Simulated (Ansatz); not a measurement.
**HF···H₂Se (SMILES F.[SeH2]): density, localisation and related maps**

| atom | x (Å) | y (Å) | z (Å) |
| --- | --- | --- | --- |
| F | -0.0666 | 0.3700 | -2.1821 |
| H | 0.1610 | 0.2288 | -1.2865 |
| Se | 0.6285 | -0.1399 | 0.9867 |
| H | -0.3132 | -1.2631 | 1.0644 |
| H | -0.4096 | 0.8040 | 1.4175 |

Geometry: PBE0-D4/def2-TZVP.

The calculation used RKS PBE0-D4/def2-TZVPPD (Ansatz).

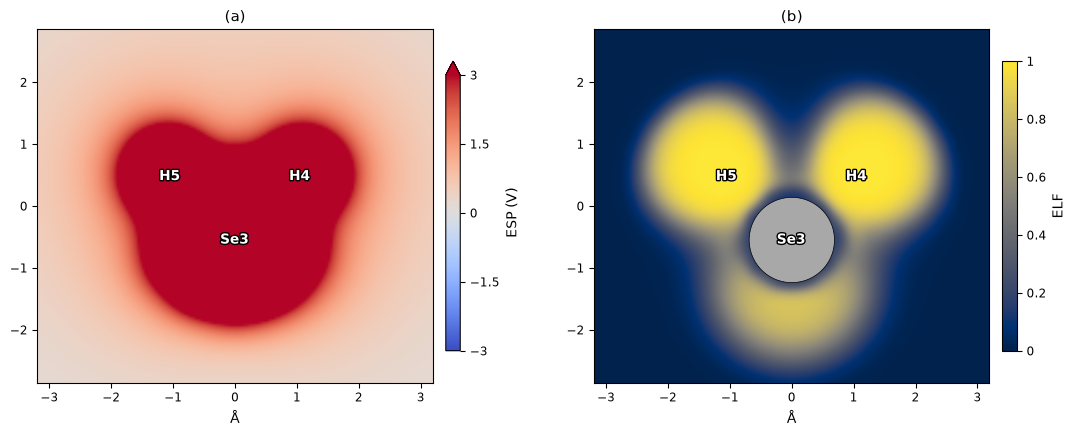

Figure 1. (a) electrostatic potential; (b) electron localisation function on the plane of atoms H4, Se3 and H5. Grey discs cover the atomic cores in the ELF map.

Q: What does the map show?

A:
- Atoms in the plane: Se and H.
- Se–H (1.47 Å): the ELF climbs to about 1 towards the hydrogen, as it does in any bond to H.
- The ELF also peaks beside Se3, away from the bonds: lone-pair regions.
- The potential has no marked negative region in this plane.

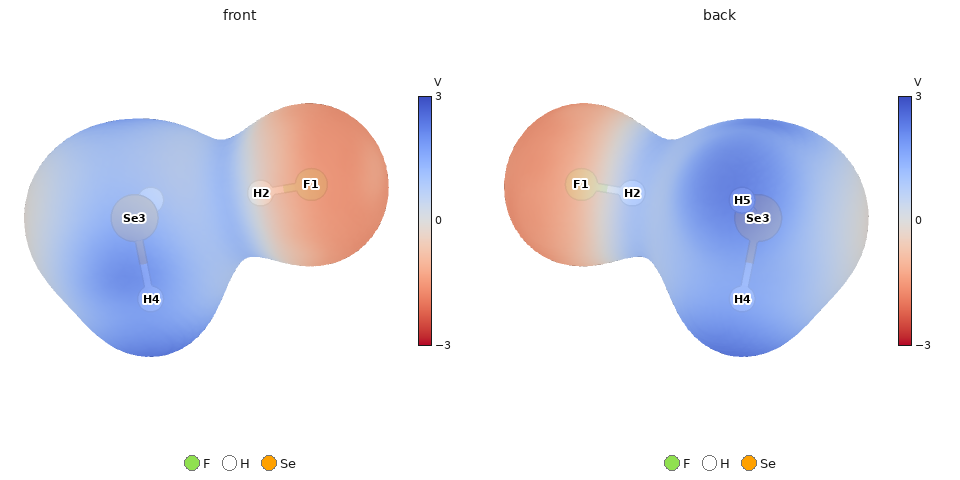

Figure 2. The molecular electrostatic potential painted on the density surface at 0.004 e/bohr³, seen from the front and from behind; the colour scale runs from red (negative) to blue (positive).

Q: Where is the surface potential most negative and most positive?

A: The most negative region (about −1.5 V) lies over F1, the most positive (about +2.3 V) over H4 and H5.

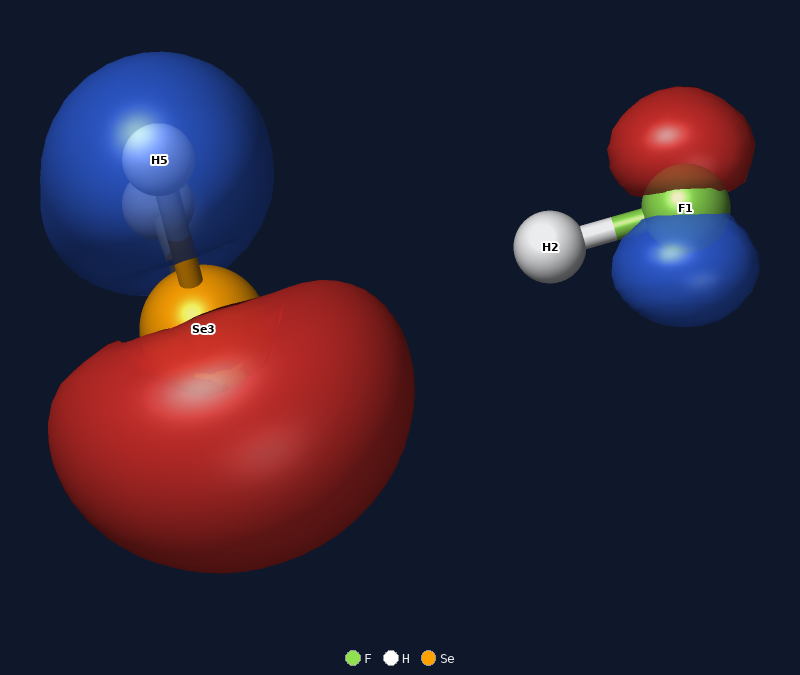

Figure 3. The HOMO−1 at ±0.15 Å⁻³ᐟ² (red and blue are the two phases), seen from one side.

Q: Where does this orbital lie, and at what energy?

A: It lies mainly on Se3 (about 70 %), H4 (about 10 %), H5 (about 10 %) and F1 (about 10 %); largely a lone pair of Se3. Its energy is −10.76 eV.
